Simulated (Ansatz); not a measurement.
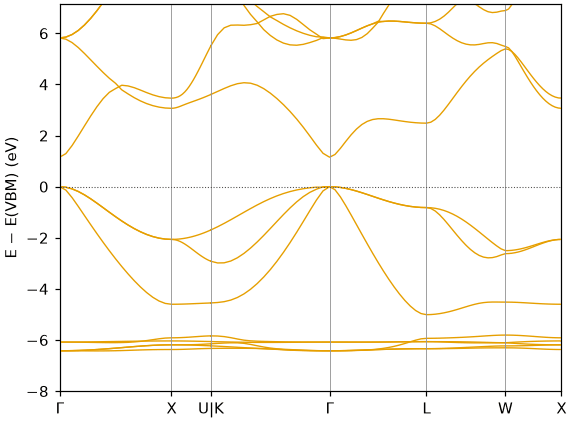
*Band structure from PBE in the plane-wave PAW code Ansatz*

Question: Read off the gap and where the band edges lie.

Answer: About 1.2 eV (1.15 eV by a search for the band edges); maximum at Γ, minimum at Γ.

The material is ZnSe (zinc blende, space group No. 216).

Space group F-43m (zinc blende). Symmetry was held in the PBE relaxation; phonons on a q-mesh show no instability. Spin–orbit coupling is left out wherever it is not named.

Potentials: the later of the program's two PAW sets.
